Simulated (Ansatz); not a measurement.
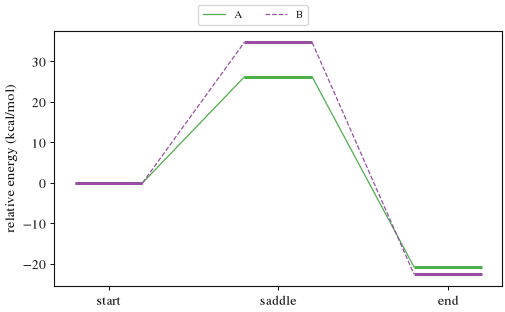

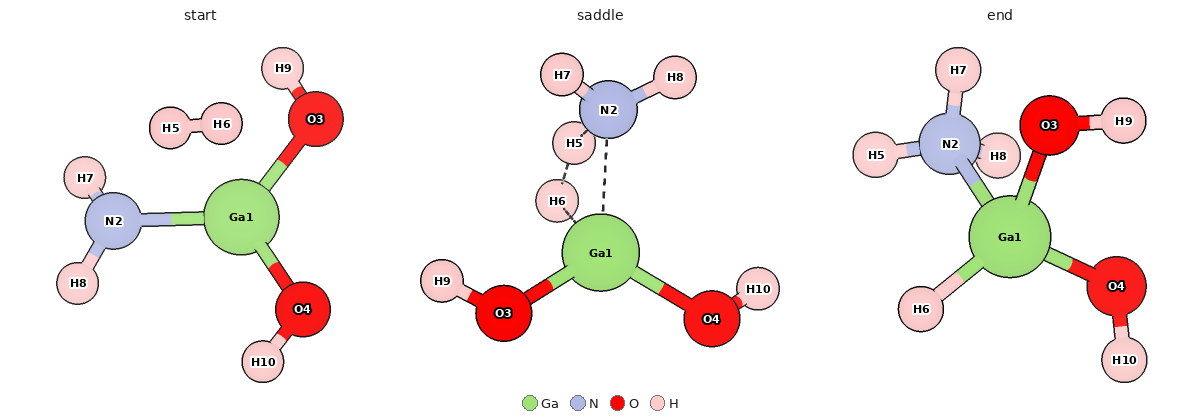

One elementary step of GaNH₆O₂, singlet: start, first-order saddle point (changing pairs dashed) and end. Electronic energies at PBE0-D4/def2-TZVP geometries, energies in def2-TZVPP, the Ansatz code; cores frozen in correlated methods, no zero-point terms. Start and end are the structures at the ends of the path (complexes, where there are several molecules). On heavy atoms the filled d shell below the valence is correlated. Lines between the levels only guide the eye.

Question: Which bonds change in the step?

Answer: Ga1–H6 (2.91 → 1.90 → 1.56 Å) and N2–H5 (3.11 → 1.40 → 1.01 Å) form; H5–H6 (0.75 → 1.00 → 3.14 Å) breaks; Ga1–N2 (1.82 → 1.96 → 2.11 Å) lengthens (lengths at start, saddle and end; changes of bond order aren't listed). The imaginary mode at the saddle is 1356.7i cm⁻¹ (PBE0-D4).

Question: The profiles are B2PLYP and HF. Which is which?

Answer: A: B2PLYP (barrier 26.2, step −20.7 kcal/mol); B: HF (barrier 34.7, step −22.5 kcal/mol).

Limits of at least one run: no scalar relativity up to krypton.
